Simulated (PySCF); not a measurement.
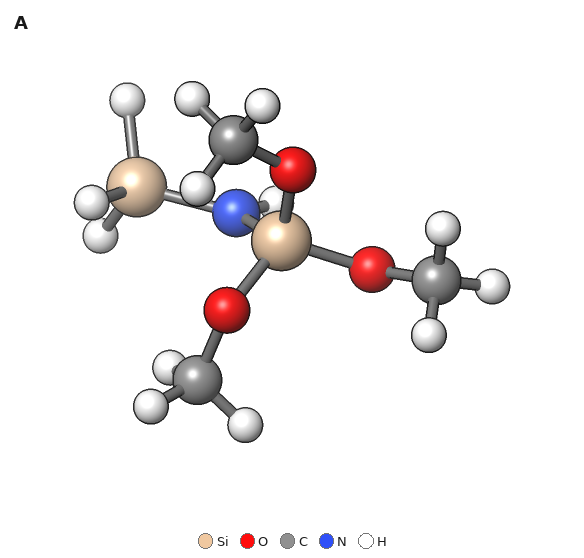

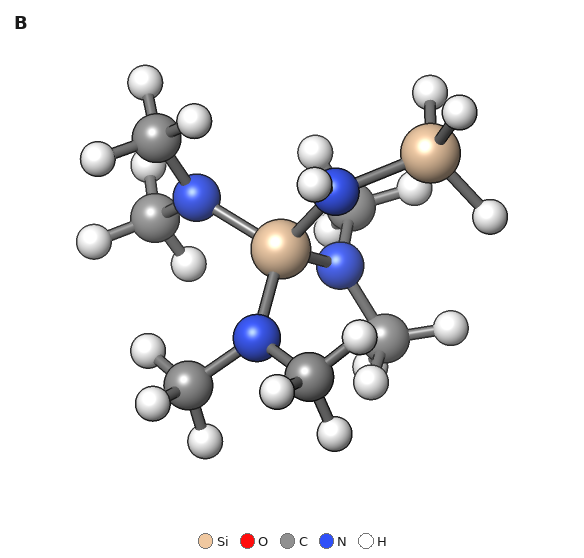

Two related species, optimised with PBE0-D3(BJ)/def2-SVP; properties computed with PySCF 2.14.0. Both: charge 0, singlet.

> Identify both.

A is (OMe)3Si-NH-SiH3 (CO[Si](N[SiH3])(OC)OC), B is (NMe2)3Si-NH-SiH3 (CN(C)[Si](N[SiH3])(N(C)C)N(C)C).

Compare them. With PBE0/pcSseg-1: dipole moment (D), HOMO–LUMO gap (eV), HOMO energy (Kohn–Sham orbital) (eV). With CAM-B3LYP/def2-SVPD: lowest vertical singlet excitation (eV), mean static polarisability (bohr³).

```json
{"quantity": "dipole moment (D)", "A": "0.51", "B": "1.20"}
{"quantity": "HOMO–LUMO gap (eV)", "A": "7.98", "B": "6.70"}
{"quantity": "HOMO energy (Kohn–Sham orbital) (eV)", "A": "−7.49", "B": "−5.98"}
{"quantity": "lowest vertical singlet excitation (eV)", "A": "6.64", "B": "5.82"}
{"quantity": "mean static polarisability (bohr³)", "A": "104.2", "B": "155.2"}
```

Each is one conformer, and no frequency run is at hand to confirm it as a minimum.
